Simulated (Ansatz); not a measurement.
**BHOSSi: density, localisation and related maps**

```xyz
5

B     0.5769    0.1581    0.5159
Si   -0.1863   -0.9225   -1.0823
O    -0.3096   -2.3969   -0.3485
S     1.1705    1.0667    1.7070
H    -0.0496   -2.5169    0.5680
```

Geometry: PBE0-D4/def2-TZVP.

Theory: RKS PBE0-D4/def2-TZVPP in Ansatz 0.2.0.

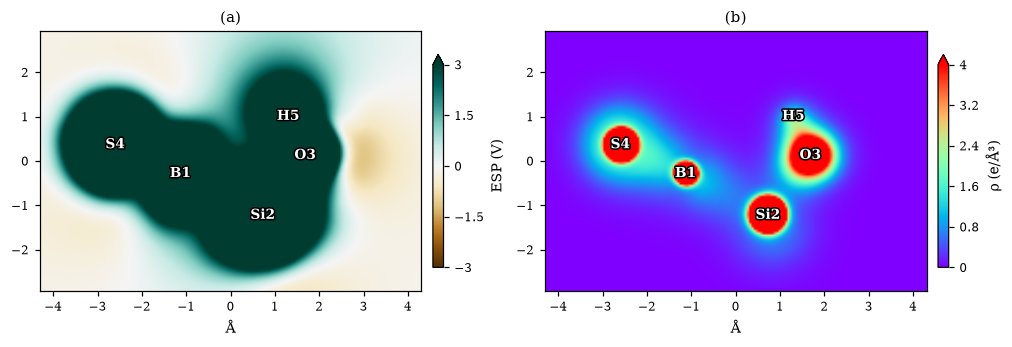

Figure 1. (a) molecular electrostatic potential; (b) electron density on the molecular plane.

Interpret the plot.

The section cuts through B, Si, O, S and H sites. B–S (1.61 Å): the density is about 1.6 e/Å³ at the midpoint. Si–O (1.65 Å): ρ is about 1.2 e/Å³ halfway. Si–B (2.07 Å): ρ at the midpoint is about 0.72 e/Å³. O–H (0.96 Å): the density is about 3.8 e/Å³ at the midpoint. Outside the dense part of the molecule the potential is most negative (−1.1 V) near O3.

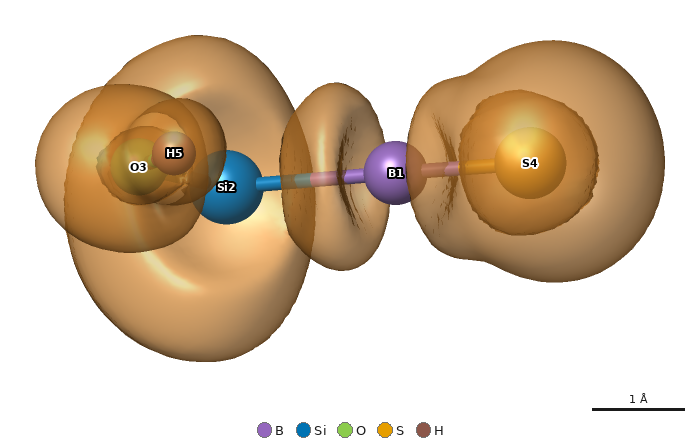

Figure 2. Isosurface of the ELF at 0.75 (orange), seen from one side. Only the valence region is drawn (cores and ρ < 0.01 e/Å³ removed).

Describe the localisation domains.

The surface consists of one region between bonded B–Si atoms (shared pairs), one region on S in which the atom's valence shell and bonds are merged, one lobe on Si, pointing away from the bonds (lone pairs) and one joined region spread over several atoms (H, O), in which their bonds and any lone pairs are merged. Profiles from the grid: B–S (1.61 Å): the ELF peaks at about 0.85 between the atoms (a covalent bond). Si–O (1.65 Å): the ELF peaks at about 0.85 between the atoms (a shared but strongly polarised pair).

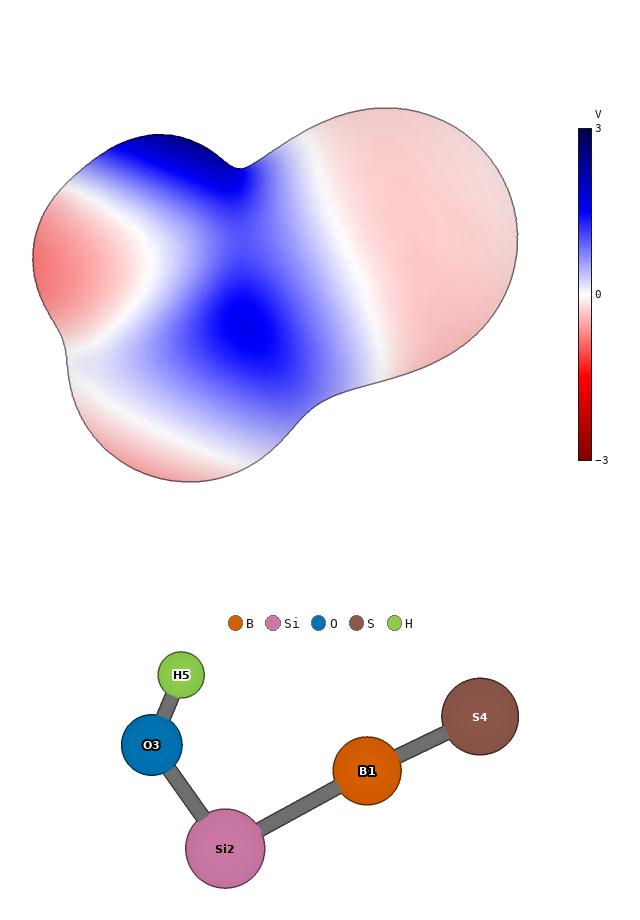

Figure 3. The molecular electrostatic potential painted on the density surface at 0.001 e/bohr³, seen at a tilt; red is negative and blue positive. The bare structure is drawn below in the same view.

Which sites attract a positive test charge, and which a negative one?

A positive charge is drawn to the negative regions and a negative charge to the positive ones. The most negative region (about −0.8 V) lies over O3, the most positive (about +2.4 V) over H5.
